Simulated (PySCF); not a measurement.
# phthalonitrile radical anion (C₈H₄N₂−) (doublet): geometry, EPR parameters

Aim: predict the EPR parameters of phthalonitrile radical anion (C₈H₄N₂−) (doublet) (`N#Cc1ccccc1C#N`).

Programs: PySCF 2.14.0, with density-fitted response routines of our own. Each step states its level of theory. These are calculated values for one molecule in the gas phase, unless marked as measured. Atoms are numbered from 0 throughout.

### Step 1. The molecule as given

14 atoms, charge -1, multiplicity 2; geometry from: GFN2-xTB.

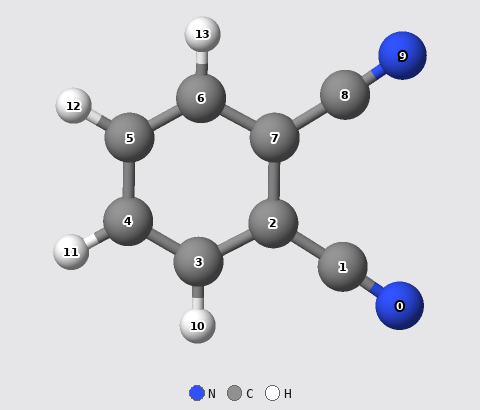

As it starts; nitrogen blue, carbon grey, hydrogen white, atoms numbered.

### Step 2. Relaxing the molecule at PBE0-D3(BJ)/def2-SVP

What the job is given:

```
{"job": {"xc": "PBE0", "basis": "def2-SVP", "d3": "d3bj", "grid": 1, "kind": "geom"}, "charge": -1, "multiplicity": 2}
N      3.347800    -1.166060     0.105610
C      2.233490    -0.829180     0.068780
C      0.897710    -0.484370     0.026570
C     -0.086890    -1.489110     0.018530
C     -1.421860    -1.195050    -0.022580
C     -1.847760     0.160250    -0.058730
C     -0.921070     1.165610    -0.048170
C      0.460290     0.905590    -0.006450
C      1.350480     1.960420     0.003320
N      2.052940     2.889410     0.009550
H      0.241470    -2.523410     0.048590
H     -2.162600    -1.985940    -0.025970
H     -2.906530     0.387560    -0.093110
H     -1.238840     2.203330    -0.070260
```

The program printed:

```text
step   0  E = -415.97454689  max force = 0.018714
step   1  E = -415.97677397  max force = 0.006610
step   2  E = -415.97642462  max force = 0.010004
step   3  E = -415.97704093  max force = 0.001614
step   4  E = -415.97705701  max force = 0.000485
step   5  E = -415.97706030  max force = 0.000462
step   6  E = -415.97706212  max force = 0.000329
optimisation converged
```

Run time: 84 s. Hardware: 1 thread, shared host.

The steps of the relaxation: (the energy doesn't fall at every step)

| step | energy from step 0 (eV) | largest force component (eV/Å) |
| --- | --- | --- |
| 0 | 0.0000 | 0.9623 |
| 1 | -0.0606 | 0.3399 |
| 2 | -0.0511 | 0.5144 |
| 3 | -0.0679 | 0.0830 |
| 4 | -0.0683 | 0.0249 |
| 5 | -0.0684 | 0.0238 |
| 6 | -0.0684 | 0.0169 |

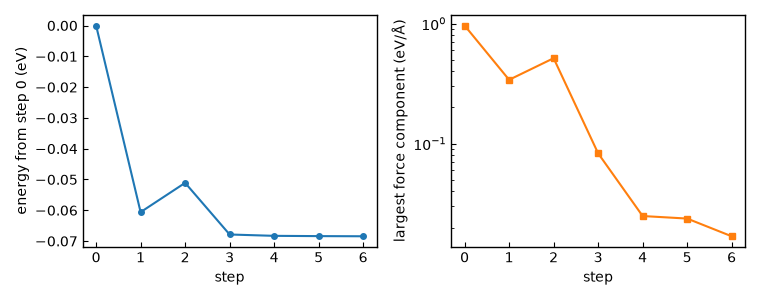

Energy and largest force along the relaxation.

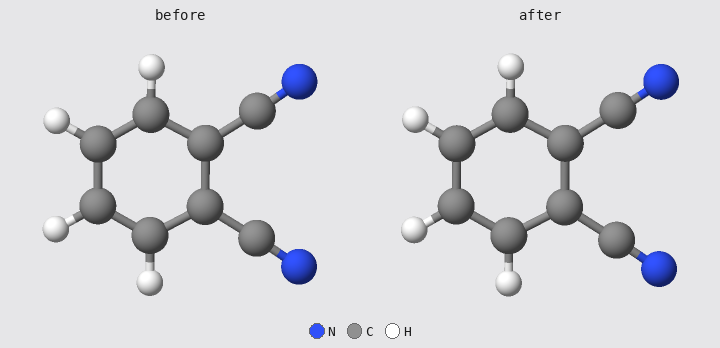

The geometry before (left) and after (right).

Close pairs (by a distance rule), those that changed most:

| bond | before (Å) | after (Å) | change (Å) |
| --- | --- | --- | --- |
| C1–C2 | 1.380 | 1.406 | +0.026 |
| C7–C8 | 1.380 | 1.406 | +0.026 |
| C4–C5 | 1.421 | 1.434 | +0.013 |
| C6–C7 | 1.406 | 1.419 | +0.013 |
| C2–C3 | 1.407 | 1.419 | +0.012 |
| C5–H12 | 1.083 | 1.093 | +0.010 |
| C4–H11 | 1.084 | 1.093 | +0.010 |
| C5–C6 | 1.367 | 1.377 | +0.009 |

The end geometry stands in the next job.

| at the end point | value |
| --- | --- |
| point group (found at 0.08 Å tolerance) | C2v |
| rotational constants (GHz, main isotopes) | 1.863, 1.362, 0.787 |
| ⟨S²⟩ | 0.765 |

### Step 3. g tensor and hyperfine couplings: B3LYP/IGLO-III+pcH-1

What the job is given:

```
{"job": {"kind": "epr"}, "charge": -1, "multiplicity": 2}
N      3.375598    -1.208111     0.102472
C      2.256098    -0.861970     0.069362
C      0.901356    -0.487401     0.029111
C     -0.100543    -1.491969     0.018977
C     -1.445099    -1.199600    -0.021863
C     -1.869298     0.170038    -0.055834
C     -0.927369     1.173776    -0.046827
C      0.466784     0.912670    -0.004719
C      1.371821     1.988796     0.002581
N      2.100848     2.906862     0.007710
H      0.229068    -2.534979     0.044775
H     -2.181386    -2.007643    -0.028339
H     -2.933372     0.418310    -0.089027
H     -1.245876     2.220270    -0.072699
```

With the program's defaults for keys left out, this is: UKS B3LYP, IGLO-III on C N, pcH-1 on H, non-relativistic, mean-field spin-orbit, GIAO.

The program printed:

```text
UKS, coarse grid
  cycle   1  E = -416.80900799  |g| = 4.72e-01
  cycle   2  E = -416.49821402  |g| = 9.76e-01
  cycle   3  E = -416.90214496  |g| = 2.11e-01
  cycle   4  E = -416.92400200  |g| = 5.12e-02
  cycle   5  E = -416.92516108  |g| = 2.12e-02
  cycle   6  E = -416.92539392  |g| = 4.21e-03
  cycle   7  E = -416.92541211  |g| = 2.30e-03
  cycle   8  E = -416.92541779  |g| = 2.25e-03
  cycle   9  E = -416.92542231  |g| = 5.60e-04
UKS, final grid
  cycle   1  E = -416.92538544  |g| = 8.33e-04
  cycle   2  E = -416.92538438  |g| = 1.72e-03
  cycle   3  E = -416.92538585  |g| = 2.99e-04
  cycle   4  E = -416.92538590  |g| = 1.23e-04
  cycle   5  E = -416.92538592  |g| = 1.16e-04
  cycle   6  E = -416.92538593  |g| = 2.34e-05
  cycle   7  E = -416.92538593  |g| = 5.01e-06
E = -416.92538593 Eh   <S^2> = 0.7609 (exact 0.7500)
g shifts (ppm)      1          2          3
  rmc          -174       -174       -174
  gc              3         42         40
  oz_so          14        597        669
  total        -157        465        535
hyperfine (MHz)  atom isotope    a_iso     a_fc   dipolar eigenvalues
    0   14N       4.69       4.69     -7.92     -6.59     14.52
    1   13C     -21.71     -21.71     -4.17     -0.51      4.68
    2   13C      15.05      15.05    -24.11    -23.08     47.19
    3   13C     -17.34     -17.34     -7.06      2.41      4.65
    4   13C       9.44       9.44    -14.17    -13.48     27.65
    5   13C       9.41       9.41    -14.16    -13.46     27.62
    6   13C     -17.32     -17.32     -7.03      2.40      4.63
    7   13C      15.10      15.10    -24.15    -23.12     47.27
    8   13C     -21.74     -21.74     -4.18     -0.51      4.69
    9   14N       4.70       4.70     -7.93     -6.60     14.53
   10    1H       2.26       2.26     -2.63      0.42      2.20
   11    1H     -13.04     -13.04     -7.65     -0.21      7.85
   12    1H     -13.02     -13.02     -7.64     -0.21      7.85
   13    1H       2.24       2.24     -2.63      0.43      2.19
```

It took 88 s on 1 thread, shared host.

Principal g values 2.00216, 2.00278, 2.00285; g(iso) = 2.00260, against 2.00232 for a free electron.

Mean a(iso) over the nuclei that a row names, and the largest dipolar term of the row (other rows stand at the frozen geometry):

| nuclei | isotope | a(iso) (MHz) | a(iso) (G, at g = 2.0023) | largest dipolar term (MHz) | measured (MHz) |
| --- | --- | --- | --- | --- | --- |
| C1, C8 | 13C | -21.7 | -7.8 | 4.7 | – |
| C3, C6 | 13C | -17.3 | -6.2 | -7.1 | – |
| C2, C7 | 13C | 15.1 | 5.4 | 47.3 | – |
| H11, H12 | 1H | -13.0 | -4.6 | 7.9 | -11.9 |
| C4, C5 | 13C | 9.4 | 3.4 | 27.6 | – |
| N0, N9 | 14N | 4.7 | 1.7 | 14.5 | 5.0 |
| H10, H13 | 1H | 2.2 | 0.8 | -2.6 | 0.9 |

Measured: solution or matrix (EPR); Pople, Beveridge, Approximate Molecular Orbital Theory, McGraw-Hill 1970 (compilation of measured values). Many experiments give no sign.

Mulliken spin populations:

N0 0.18; C1 -0.06; C2 0.29; C3 -0.07; C4 0.18; C5 0.18; C6 -0.07; C7 0.29; C8 -0.06; N9 0.18; H10 0.00; H11 -0.01; H12 -0.01; H13 0.00

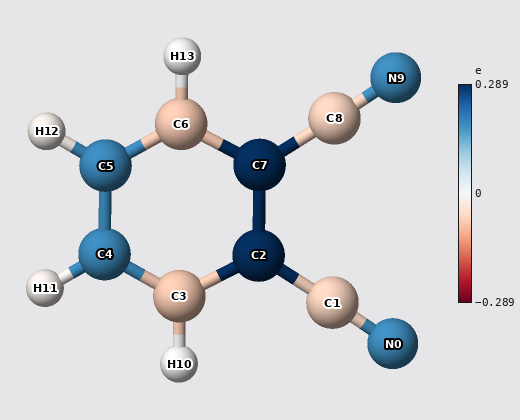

Mulliken spin populations, as colours on the atoms.

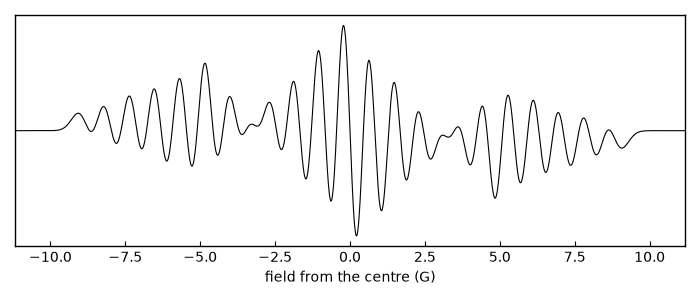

First-order isotropic spectrum (first derivative, main isotopes with spin only, couplings over 0.8 MHz, Gaussian width 0.3 G; couplings of the frozen geometry, rotation of groups not averaged beyond the rows shown).

### Step 4. What came out

| quantity | value |
| --- | --- |
| point group | C2v |
| rotational constants (main isotopes) | 1.86, 1.36, 0.79 GHz |
| g(iso) (B3LYP) | 2.00260 |
| ⟨S²⟩ | 0.761 (exact 0.75) |
| largest a(iso) (averaged by class) | 13C on C1, C8, -21.7 MHz |

**Reading.** The optimisation took 6 steps and gained 0.068 eV; among the close pairs (by a distance rule), C1–C2 changed most, from 1.380 to 1.406 Å. The largest spin populations lie on C7 (0.29 e), C2 (0.29 e). The isotropic g lies 0.3 ppt above the free-electron value. In size, the 3 measured couplings are missed by 0.9 MHz on average; matrix, vibration and temperature are not in the model.
